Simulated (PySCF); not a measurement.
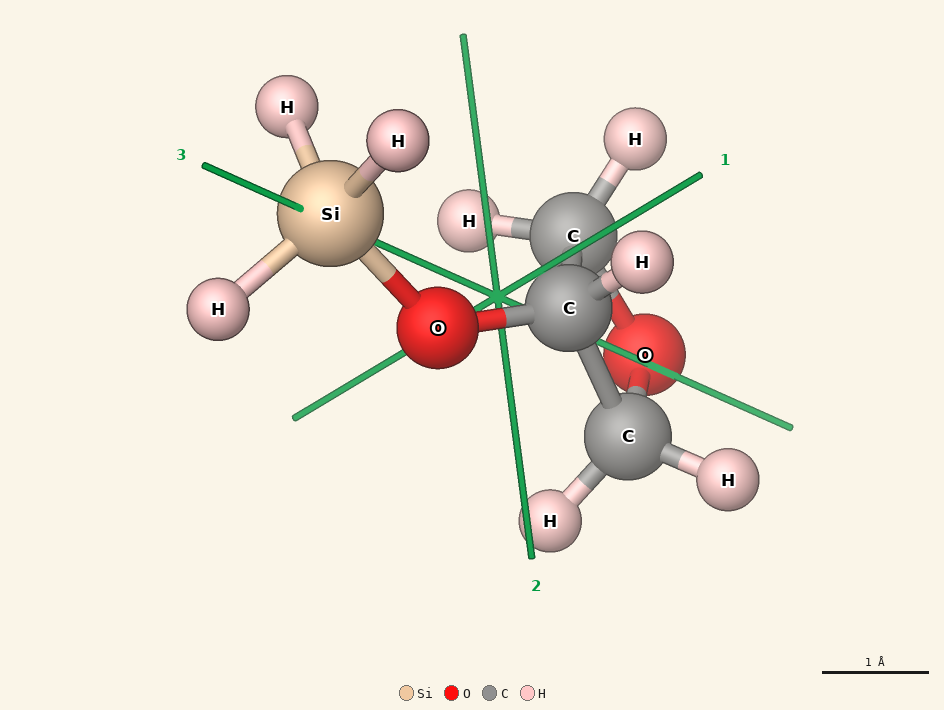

The three principal axes of inertia are drawn and numbered. Distant atoms are faded towards the background colour. Computed geometry: GFN2-xTB optimisation. No frequency run is at hand to confirm it as a minimum. Masses are those of the most abundant isotopes; constants are for the rigid equilibrium geometry.

Which line is the a axis (least moment of inertia), which b and which c?

a is line 3, b is line 2, c is line 1; the moments are 57.6, 328, 360 u Å².

Classify the rotor and give the rotational constants (GHz).

An asymmetric top (C1): A = 8.78, B = 1.54, C = 1.40 GHz. Ray's parameter κ is −0.96, close to the prolate limit.
